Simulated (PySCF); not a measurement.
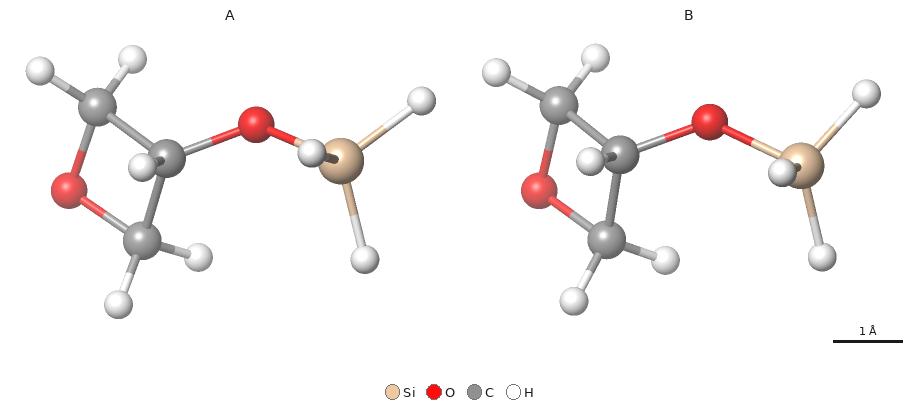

Two geometries of C₃H₈O₂Si, drawn at one scale. One is the start of a relaxation, the other its converged end. Style: ball-and-stick. Shown at a tilt.

Theory: PBE0-D3(BJ)/def2-SVP geometry optimisation, gas phase in PySCF. 

### Which geometry has the lower energy?

Structure A is the relaxed one. The start comes from GFN2-xTB. Its atoms were then displaced at random by about 0.01 Å. The energy falls by 0.197 eV in 9 geometry steps. The atom that moves furthest after the best rigid fit is an H atom (0.33 Å). Largest moves by element: H 0.33 Å, O 0.22 Å, C 0.14 Å, Si 0.08 Å. Some distances before and after: H–Si 1.446 → 1.496 Å, C–O 1.459 → 1.423 Å, C–H 1.079 → 1.106 Å, C–C 1.512 → 1.537 Å. Among the angles between lasting bonds that change: O–Si–H 98.2° → 106.5°, Si–O–C 130.4° → 124.0°, H–Si–H 116.3° → 110.0°. Cost: 110 s on 1 thread of Arm Neoverse N1, with other jobs on the host.
